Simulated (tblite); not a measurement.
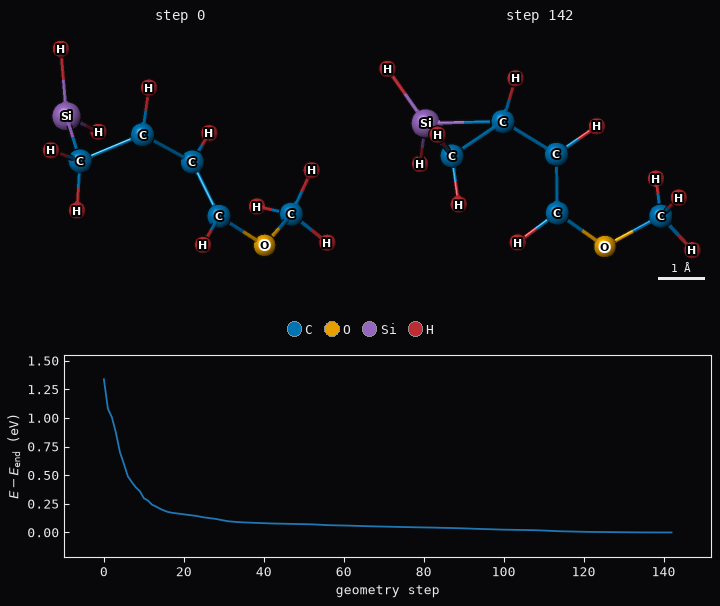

First and last geometry of a relaxation of C₅H₁₀OSi, with the history of the run. A ball-and-stick model, seen from a free direction.

Method: tblite, GFN2-xTB geometry optimisation, gas phase. 

> Read the history and describe the run.

It converged. The largest move after the best rigid fit is that of an H atom, 1.80 Å. By element the largest moves are H 1.80 Å, C 0.92 Å, O 0.76 Å, Si 0.20 Å. Some distances before and after: C–Si 2.281 → 1.909 Å, C–Si 1.772 → 1.875 Å, C–C 1.480 → 1.536 Å, H–Si 1.489 → 1.452 Å. Among the angles between lasting bonds that change: C–C–Si 88.6° → 67.2°, H–Si–H 111.9° → 118.3°, C–C–H 119.9° → 113.7°. After 142 geometry steps the energy has fallen by 1.338 eV.

```json
{"step": "0", "E − E(0), eV": "0.0000"}
{"step": "1", "E − E(0), eV": "-0.2581"}
{"step": "2", "E − E(0), eV": "-0.3321"}
{"step": "3", "E − E(0), eV": "-0.4665"}
{"step": "4", "E − E(0), eV": "-0.6353"}
{"step": "5", "E − E(0), eV": "-0.7391"}
{"step": "6", "E − E(0), eV": "-0.8485"}
{"step": "7", "E − E(0), eV": "-0.8996"}
{"step": "8", "E − E(0), eV": "-0.9450"}
{"step": "9", "E − E(0), eV": "-0.9775"}
{"step": "10", "E − E(0), eV": "-1.0390"}
{"step": "17", "E − E(0), eV": "-1.1661"}
{"step": "24", "E − E(0), eV": "-1.1999"}
{"step": "31", "E − E(0), eV": "-1.2401"}
{"step": "38", "E − E(0), eV": "-1.2548"}
{"step": "45", "E − E(0), eV": "-1.2616"}
{"step": "52", "E − E(0), eV": "-1.2672"}
{"step": "59", "E − E(0), eV": "-1.2766"}
{"step": "66", "E − E(0), eV": "-1.2837"}
{"step": "73", "E − E(0), eV": "-1.2892"}
{"step": "79", "E − E(0), eV": "-1.2935"}
{"step": "86", "E − E(0), eV": "-1.2981"}
{"step": "93", "E − E(0), eV": "-1.3063"}
{"step": "100", "E − E(0), eV": "-1.3137"}
{"step": "107", "E − E(0), eV": "-1.3177"}
{"step": "114", "E − E(0), eV": "-1.3275"}
{"step": "121", "E − E(0), eV": "-1.3330"}
{"step": "128", "E − E(0), eV": "-1.3359"}
{"step": "135", "E − E(0), eV": "-1.3379"}
{"step": "142", "E − E(0), eV": "-1.3382"}
```
